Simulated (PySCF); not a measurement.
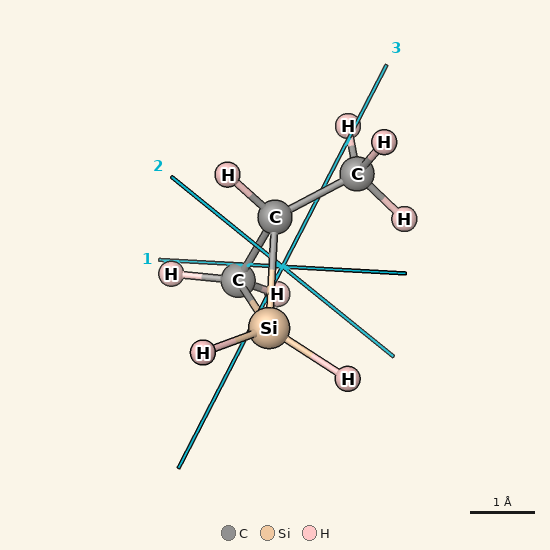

The three principal axes of inertia are drawn and numbered. Depth is shown by fading: the farther an atom, the more it takes the colour of the background. Computed geometry: PBE0-D3(BJ)/def2-SVP optimisation. No frequency run is at hand to confirm it as a minimum. Masses are those of the most abundant isotopes; constants are for the rigid equilibrium geometry.

> Which line is the a axis (least moment of inertia), which b and which c?

a is line 3, b is line 1, c is line 2; the moments are 47.3, 115, 139 u Å².

> Classify the rotor and give the rotational constants (GHz).

An asymmetric top (C1): A = 10.7, B = 4.38, C = 3.65 GHz. Ray's parameter κ is −0.79, nearer the prolate limit.
